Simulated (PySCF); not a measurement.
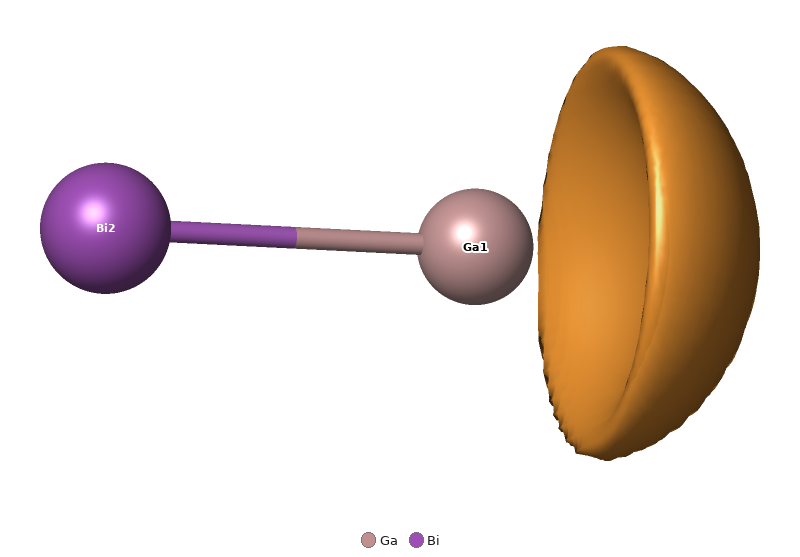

GaBi (triplet). Isosurface of the ELF at 0.9 (orange), seen from one side. Only the valence region is drawn (cores and ρ < 0.01 e/Å³ removed).

Core potentials replace the inner electrons of Bi.

Computed with PySCF 2.14.0, PBE0/def2-SVP, non-relativistic Hamiltonian with scalar-relativistic core potentials where named, at a bond length of 2.849 Å.

```csv
atom,x (Å),y (Å),z (Å)
Ga,0.0000,0.0000,-2.1424
Bi,0.0000,0.0000,0.7066
```

**What do the ELF domains correspond to?**

The surface consists of one lobe on Ga, pointing away from the bonds (non-bonding electrons).

Values along the shortest contacts:
Ga–Bi (2.85 Å): the ELF is about 0.65 at the midpoint.
